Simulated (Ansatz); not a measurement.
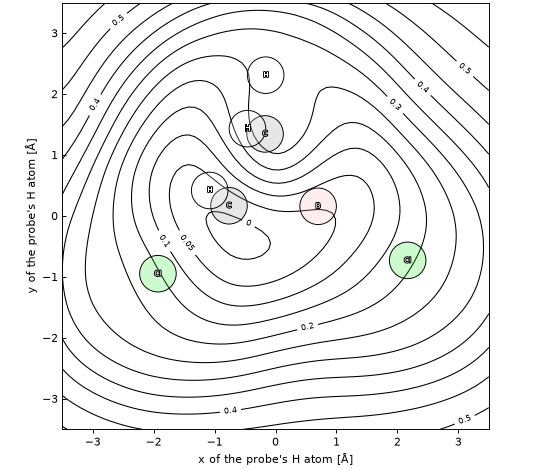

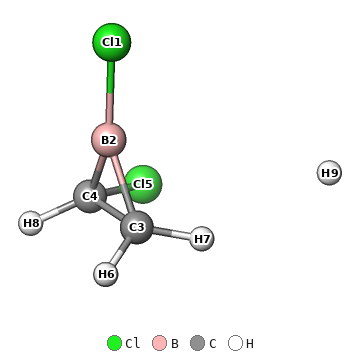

Energy landscape of C₂H₃BCl₂ (SMILES ClB1CC1Cl) with the probe H. The probe is moved over a plane parallel to the molecule's main plane, 3.45 Å above it. The first coordinate is: x of the probe's H atom; the second: y of the probe's H atom. Nothing is relaxed (molecule and probe rigid). The scan uses an 11 × 11 grid. Energies: kcal/mol, counted from the lowest grid point. All numbers below come from UKS B3LYP-D4/def2-SVPD in Ansatz 0.2.0.

The picture shows contour lines labelled in kcal/mol, labelled circles for the molecule's atoms, projected on the plane. Between grid points the surface is interpolated. The second picture is the structure at the lowest point.

Summarise what can be read from the map.

Answer. The lowest grid point is at x of the probe's H atom = −0.7 Å, y of the probe's H atom = 0.0 Å [nearest 1 H at 2.55 Å]. The bottom of the well lies between grid points, at about x of the probe's H atom = −0.6 Å, y of the probe's H atom = −0.3 Å, about 0.014 kcal/mol lower on the interpolated surface. No other kind of well shows on this grid. The highest grid point, x of the probe's H atom = −3.5 Å, y of the probe's H atom = 3.5 Å, lies 0.595 kcal/mol above the lowest. Near the minimum the curvatures are about 0.0042 and 0.014 eV/Å² along the soft and the stiff direction.

The input of one point:

```yaml
crystal:
  periodic: [false, false, false]
  atoms:
    - { symbol: Cl, position_ang: [2.167876, -0.727915, 0.084793] }
    - { symbol: B, position_ang: [0.698482, 0.159329, -0.094166] }
    - { symbol: C, position_ang: [-0.172065, 1.346949, 0.295779] }
    - { symbol: C, position_ang: [-0.764173, 0.168248, -0.531717] }
    - { symbol: Cl, position_ang: [-1.93012, -0.946612, 0.245311] }
    - { symbol: H, position_ang: [-0.162346, 2.310681, -0.221108] }
    - { symbol: H, position_ang: [-0.460959, 1.433246, 1.349456] }
    - { symbol: H, position_ang: [-1.080774, 0.418572, -1.546245] }
    - { symbol: H, position_ang: [-0.7, 0.0, 3.45] }
magnetization:
  spin_polarized: true
  initial_magnetization: 1
basis:
  gaussian: { orbitals: def2-SVPD }
hamiltonian:
  xc: { name: B3LYP }
  dispersion: d4
output:
  forces: true
```

Each point was launched as `ansatz run input.yaml --threads 1 --pin off --max-ram 2560MiB --backend cpu --events-out ev --progress --plain --runs-dir out`. Time for the 121 points that were run: 30 min on 1 thread of Arm Neoverse V2, with other jobs on the host.
